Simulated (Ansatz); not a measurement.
H6Si2···HF

```xyz
10

Si    0.3325   -0.0374   -0.1772
H     0.4121   -0.1229    1.3042
H     1.7200    0.0711   -0.6946
Si   -0.9536    1.8430   -0.8408
H    -2.3233    1.4379   -1.2279
H    -1.0219    2.8294    0.2651
H    -0.3085    2.4987   -2.0072
H    -0.2619   -1.2953   -0.6903
F    -2.4819    0.1058    1.4860
H    -2.0630   -0.0727    2.2650
```

These are results of RHF/def2-SVP in Ansatz 0.2.0, not measurements.

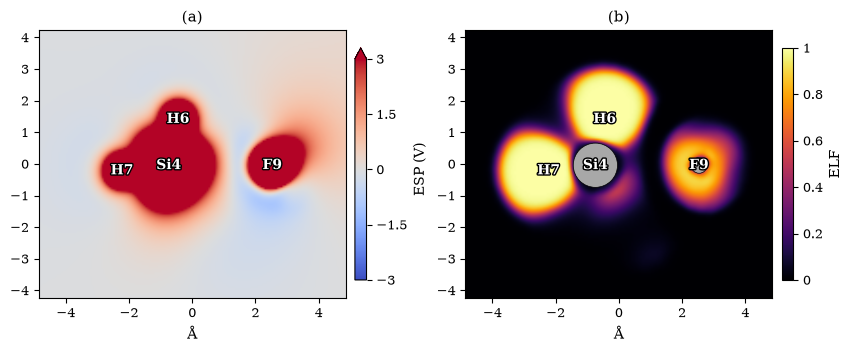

Figure 1. (a) molecular electrostatic potential; (b) electron localisation function on the plane of atoms H6, Si4 and H7. Grey discs cover the atomic cores in the ELF map.

Q: Read the bonding off the picture.

A: Atoms in the plane: Si, H and F. Si4···F9 (3.28 Å): the ELF dips to about 0 between them: a weak contact between the two molecules. Si–H (1.48 Å): the ELF climbs to about 1 towards the hydrogen, as it does in any bond to H. The ELF also peaks beside F9, away from the bonds: lone-pair regions. Outside the dense part of the complex the potential is most negative (−1.0 V) near F9.

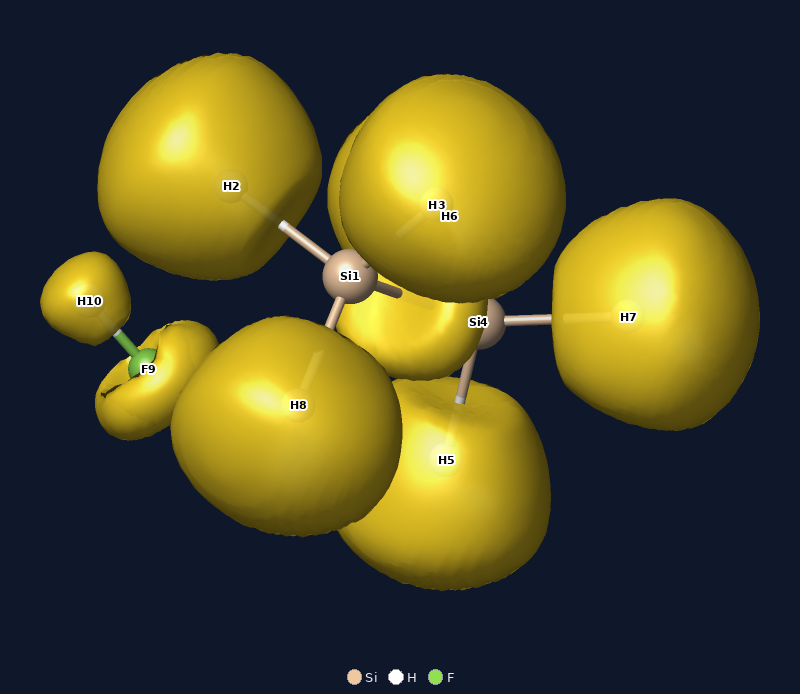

Figure 2. Isosurface of the electron localisation function at 0.85 (yellow), seen from one side. Core shells and regions of very low density are left out.

Q: What do the ELF domains correspond to?

A: At this value the surface marks out one region between bonded Si–Si atoms (shared pairs), seven regions around hydrogen nuclei and one region wrapped around F (its lone pairs, merged into a ring or cap). Profiles from the grid: Si1···F9 (3.27 Å): the ELF dips to about 0 between them: a non-bonded, intermolecular contact. Si–Si (2.37 Å): the ELF peaks at about 1 between the atoms (a covalent bond).

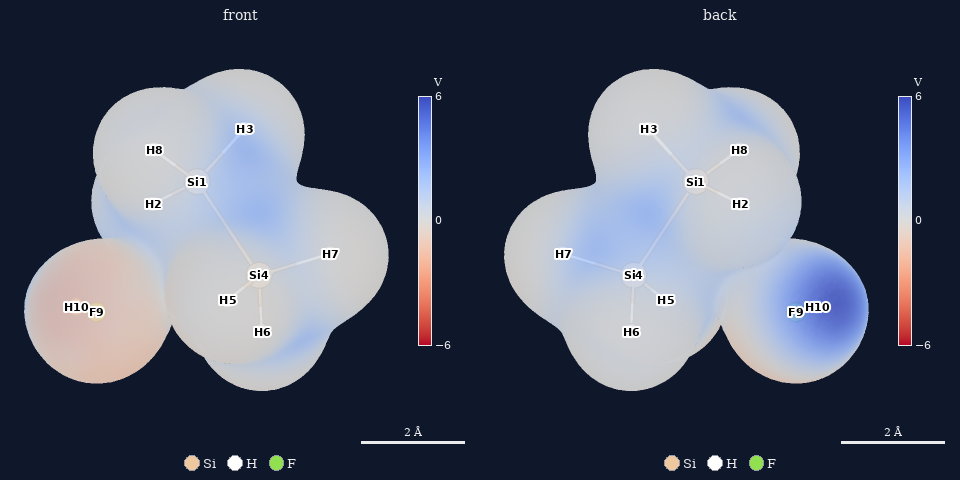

Figure 3. The electrostatic potential painted on the density surface at 0.004 e/bohr³, seen from the front and from behind; the colour scale runs from red (negative) to blue (positive).

Q: Describe the electrostatic potential map.

A: The most negative region (about −1.1 V) lies over F9, the most positive (about +5.2 V) over H10.
